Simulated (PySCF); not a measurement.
**C5H7BF2O: density, localisation and related maps**

Input file:

```
{"job": {"kind": "nmr", "xc": "PBE0", "basis": "pcSseg-1"}, "charge": 0, "multiplicity": 1}
C     -1.350513    -1.128397    -0.270976
C     -0.692563    -0.021936     0.530865
C     -0.675920     1.381212    -0.109813
C      0.790936     1.473567     0.208329
O      1.596234     2.353207     0.218886
C      0.863302    -0.005048     0.620386
B      1.732128    -0.838126    -0.395981
F      2.892416    -1.358671    -0.058322
F      1.409403    -1.024097    -1.659765
H     -2.426775    -0.971826    -0.299953
H     -0.977909    -1.148602    -1.290795
H     -1.155108    -2.095310     0.187201
H     -1.123181     0.005957     1.533452
H     -1.304874     2.151482     0.332165
H     -0.850800     1.360613    -1.184910
H      1.265623    -0.125080     1.627821
```

Run with:

```sh
OMP_NUM_THREADS=1 python probes_run.py task.json out
```

Geometry: GFN2-xTB.

These are results of PBE0/pcSseg-1, SCF density, gas phase, non-relativistic in PySCF 2.14.0, not measurements.

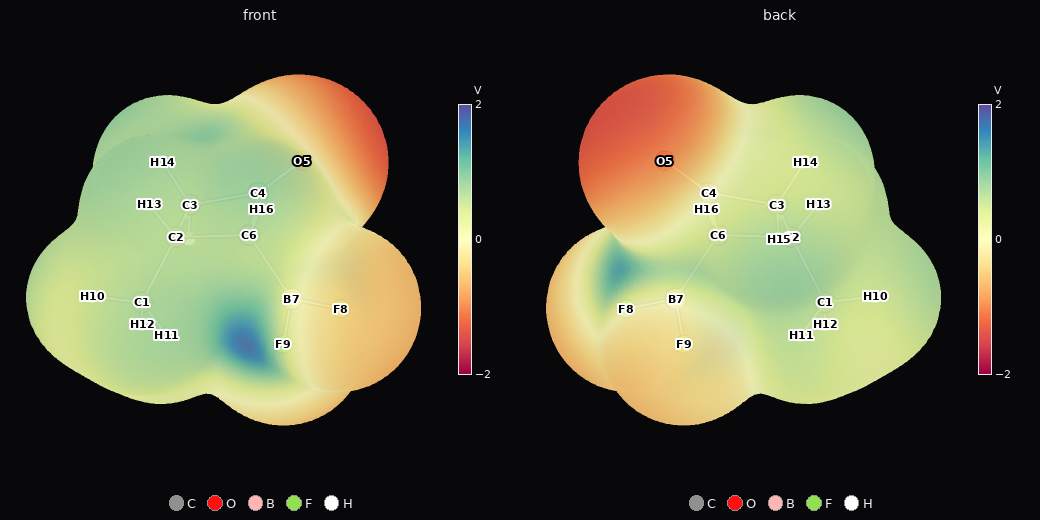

Figure 1. The electrostatic potential painted on the density surface at 0.001 e/bohr³, seen from the front and from behind; red is negative and blue positive.

> Which sites attract a positive test charge, and which a negative one?

A positive charge is drawn to the negative regions and a negative charge to the positive ones. The most negative region (about −1.4 V, or −32 kcal/mol for a unit charge) lies over O5, the most positive (about +1.6 V, or +37 kcal/mol for a unit charge) over B7. O5 is the likeliest acceptor of a hydrogen bond.

> How polar is the molecule by this calculation?

Its dipole moment is 3.57 D.

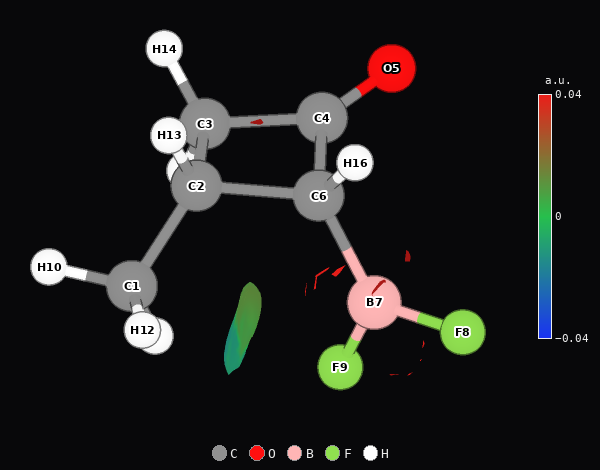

Figure 2. Non-covalent interaction (NCI) plot: the surface where the reduced density gradient is 0.6, for densities under 0.05 a.u., coloured by sign(λ₂)ρ; seen at a tilt.

> Which non-covalent interactions does the plot reveal?

Between H11 and C1 on one side and F9 and B7 on the other: a weak contact, attractive (blue-green) on one side and crowded (olive to red) on the other.

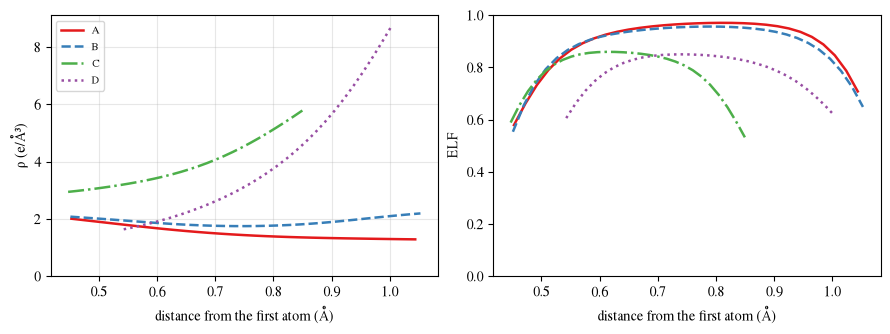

Figure 3. Total electron density and ELF along straight lines between neighbouring atoms. The curves leave out the atomic cores.

> Which curve belongs to which contact (B–F, C–B, C–C and C–O)? The first atom named is at distance zero.

Curve A: C–B (1.58 Å): ρ at the midpoint is about 1.4 e/Å³; the ELF peaks at about 1 between the atoms; localised, covalent bonding. Curve B: C–C (1.50 Å): ρ is about 1.7 e/Å³ halfway; the ELF peaks at about 0.95 between the atoms; localised, covalent bonding. Curve C: C–O (1.19 Å): ρ is about 3.4 e/Å³ halfway; the ELF peaks at about 0.85 between the atoms; a short, multiple covalent bond. Curve D: B–F (1.32 Å): ρ is about 2.3 e/Å³ halfway; the ELF peaks at about 0.85 between the atoms: a shared but strongly polarised pair.
